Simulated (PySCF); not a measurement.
# CH5NSi: the cost of one run

The runs use PySCF 2.14.0, with density-fitted response routines of our own; the level of theory stands in each step. All values are computed, except where a source is named. Atoms are numbered from 0 throughout.

## (1) The starting structure

8 atoms, charge 0, multiplicity 1; geometry from: PBE0-D3(BJ)/def2-SVP.

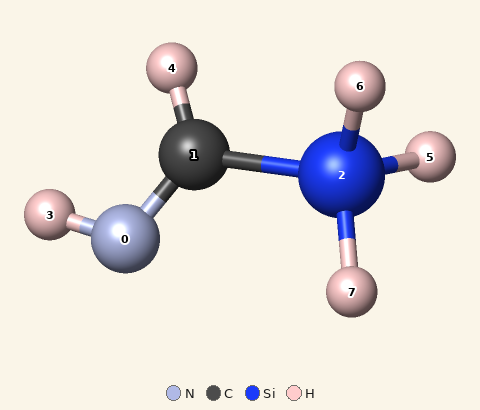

The starting geometry (nitrogen light blue, carbon dark grey, silicon blue, hydrogen pink), atoms numbered.

## (2) X-ray photoelectron lines: SCAN, X2C

What the job is given:

```
{"job": {"kind": "xps"}, "charge": 0, "multiplicity": 1}
N      1.579898    -0.442237    -0.557516
C      0.751223     0.070924     0.261316
Si    -1.104544     0.042709    -0.130345
H      2.541611    -0.355832    -0.204967
H      1.071598     0.540455     1.217489
H     -1.807894    -0.805890     0.881549
H     -1.650900     1.431243    -0.018708
H     -1.327298    -0.495208    -1.500754
```

Level: delta-SCF UKS SCAN, pcX-2 on the ionised atom, pcseg-1 elsewhere, spin-free X2C.

Launch:

```
OMP_NUM_THREADS=1 python probes_run.py task.json out
```

This one command runs all jobs of the session in turn.

**Question.** How long does this first job take on 1 thread of Intel Xeon Platinum 8259CL at 2.50GHz, shared host, and how much memory does it need?

About 12 s, with a peak of 0.35 GiB.
